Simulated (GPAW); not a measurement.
Band structure of Zr₄BN₃ (Pm-3m, 8 atoms in the cell).

```yaml
crystal:
  lattice:
    - [4.65860, 0.00000, 0.00000]
    - [0.00000, 4.65860, 0.00000]
    - [0.00000, 0.00000, 4.65860]
  atoms:
    - { symbol: Zr, position: [0.50000, 0.00000, 0.00000] }
    - { symbol: Zr, position: [0.00000, 0.50000, 0.00000] }
    - { symbol: Zr, position: [0.00000, 0.00000, 0.50000] }
    - { symbol: Zr, position: [0.50000, 0.50000, 0.50000] }
    - { symbol: B, position: [0.00000, 0.00000, 0.00000] }
    - { symbol: N, position: [0.00000, 0.50000, 0.50000] }
    - { symbol: N, position: [0.50000, 0.00000, 0.50000] }
    - { symbol: N, position: [0.50000, 0.50000, 0.00000] }
```

Method: PBEsol, GPAW PAW datasets PBEsol (made by gpaw-setup) (plane waves; GPAW).

Settings: mode = pw; ecut = 900 eV; xc = PBEsol; kpts = 7 7 7; mesh shift (steps) = 0 0 0; occupations.name = fermi-dirac; occupations.width = 0.1 eV; nbands = -14; convergence.density = 1e-05 e/electron; symmetry.symmorphic = false; symmetry.tolerance = 0.0005; maxiter = 120; bandpath_npoints = 40.

The starting cell comes from a database of computed structures (which also holds hypothetical and non-ambient phases and stackings), without a prior relaxation at this level.

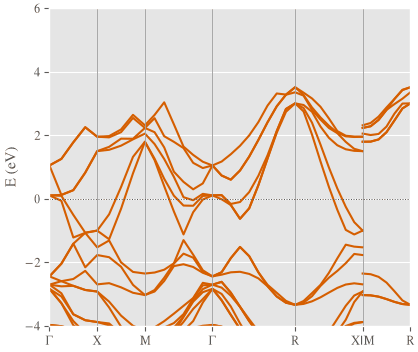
*Bands along the path, energies from the Fermi level.*

Levels in eV from the Fermi level, bands 29 to 36:
```csv
point,29,30,31,32,33,34,35,36
Γ,-2.71,-2.45,-2.45,-2.45,0.10,0.10,0.10,1.05
X,-2.93,-2.70,-1.78,-1.53,-1.01,-1.01,1.50,1.50
M,-4.17,-3.04,-3.04,-2.36,1.79,1.79,2.05,2.23
R,-4.75,-3.34,-3.34,-3.34,3.00,3.00,3.00,3.35
```

Bands cross the Fermi level along this path, so the cell is metallic at this level.
